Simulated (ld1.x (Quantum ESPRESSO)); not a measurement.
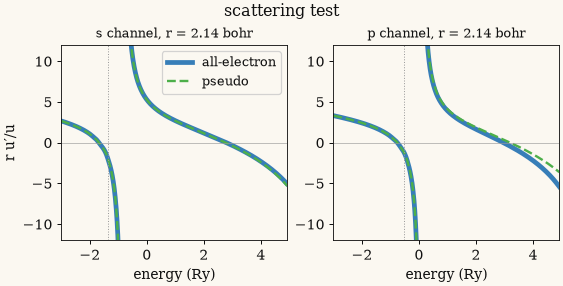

Logarithmic derivatives r u′/u at the test radius against energy, all-electron atom (solid) and pseudo-atom (dashed). Here u = r R(r). The dotted line marks the reference energy of the channel.

Ld1.x (Quantum ESPRESSO) 7.5 input:

```
&input
   title='N', zed=7., rel=1, dft='PBE', iswitch=3,
   config='[He] 2s2 2p3'
 /
 &inputp
   pseudotype=2, tm=.true., lloc=0,
   nlcc=.true., new_core_ps=.true., rcore=0.45
 /
2
2P  2  1   3.00   0.00  1.95  1.95  0.0
2S  1  0   2.00   0.00  0.85  0.85  0.0
 &test
   configts(1)='2s2 2p3'
 /
```

**At which energies does the logarithmic derivative pass through zero?**

s: all-electron -1.7 and 2.8 Ry, pseudo -1.7 and 2.8 Ry; p: all-electron -0.8 and 3.0 Ry, pseudo -0.8 and 3.2 Ry.

**Where are the poles, the energies at which the radial function vanishes at the test radius?**

s: all-electron at -0.8 Ry, pseudo at -0.8 Ry; p: all-electron at 0.1 Ry, pseudo at 0.1 Ry.
